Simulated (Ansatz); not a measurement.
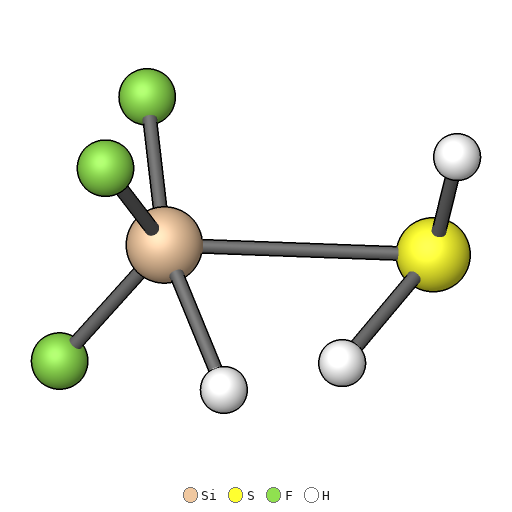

Sticks follow a distance rule. Harmonic vibrations computed with RKS PBE0-D4/def2-TZVP (Ansatz 0.2.0) at a stationary point of the same level.

### How many imaginary frequencies does it have?

A first-order saddle point: one imaginary frequency, 1161i cm⁻¹.

### List the wavenumbers.

18 modes: 1161i, 48, 162, 240, 266, 371, 426, 465, 582, 810, 862, 884, 991, 1103, 1251, 1493, 1762, 2696 cm⁻¹.
